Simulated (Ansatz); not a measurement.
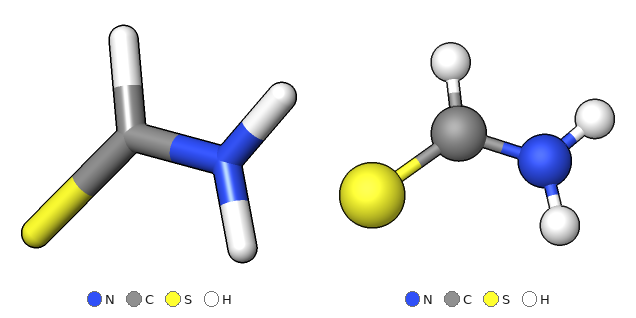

The same structure drawn twice, from different directions.

The computed structure is the end point of a PBE0-D4/def2-TZVP optimisation. No frequency run is at hand to confirm it as a minimum.

Describe the molecule.

Formula CH₃NS. This geometry has Cs symmetry. All atoms lie on one plane. Coordination: 1 N trigonal planar; 1 C trigonal planar.

The parts below concern this one geometry. Atoms keep their numbers from picture to picture.

**Geometry**

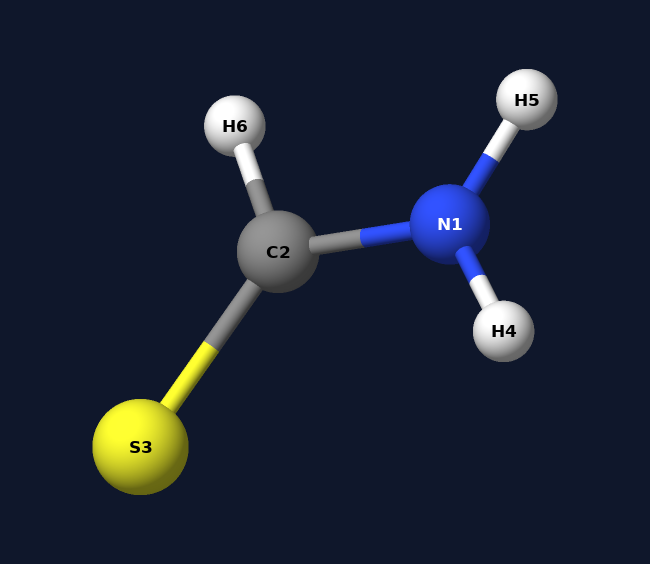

Atoms carry their numbers in the input. No frequency run is at hand to confirm it as a minimum.

Estimate the angles C2–N1–H4, C2–N1–H5, H4–N1–H5, N1–C2–S3, N1–C2–H6, S3–C2–H6.

```
   angle  degrees
C2–N1–H4    119.2
C2–N1–H5    121.6
H4–N1–H5    119.2
N1–C2–S3    126.0
N1–C2–H6    112.7
S3–C2–H6    121.3
```

**Charges**

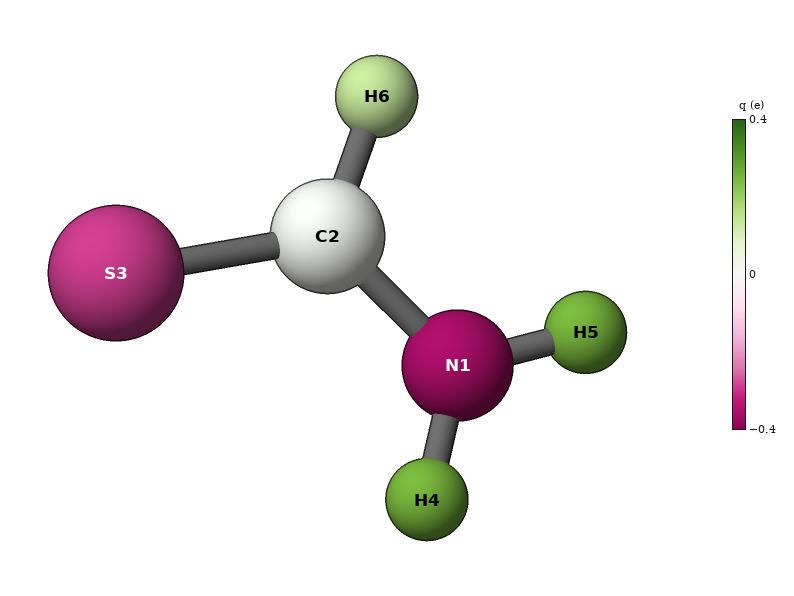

Atoms are coloured by their Mulliken charges. No frequency run is at hand to confirm it as a minimum. Method: RKS PBE0-D4/def2-TZVP (Ansatz 0.2.0).

> Which atom carries the highest charge (most positive or least negative)?

H4, H5 (0.25 e).

> And the lowest?

N1 (−0.35 e).

Give the Mulliken charges atom by atom.

```json
{"atom": "N1", "value (e)": "−0.35"}
{"atom": "C2", "value (e)": "0.01"}
{"atom": "S3", "value (e)": "−0.29"}
{"atom": "H4", "value (e)": "0.25"}
{"atom": "H5", "value (e)": "0.25"}
{"atom": "H6", "value (e)": "0.14"}
```

**Electronic properties**

No frequency run is at hand to confirm it as a minimum. Level of theory: RKS PBE0-D4/def2-TZVPP (Ansatz 0.2.0).

Computed properties:

- HOMO energy (Kohn–Sham orbital): −6.23 eV
- LUMO energy (Kohn–Sham orbital): −0.97 eV
- HOMO–LUMO gap: 5.25 eV

**Dipole moment**

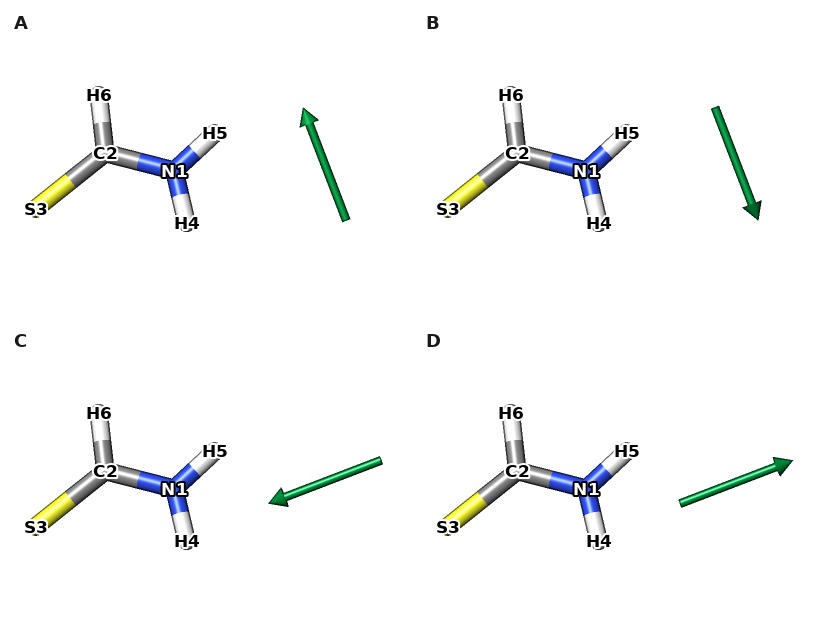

The same molecule four times, each with an arrow. No frequency run is at hand to confirm it as a minimum. Level of theory: RKS PBE0-D4/def2-TZVP (Ansatz 0.2.0).

> Which arrow points along the dipole moment, from the negative to the positive end?

D. The dipole moment is 4.43 D; it points from the side of S3 to the side of H5 (the outermost atoms at the two ends).

Mulliken values depend strongly on the basis set and can even reverse the polarity of a bond.
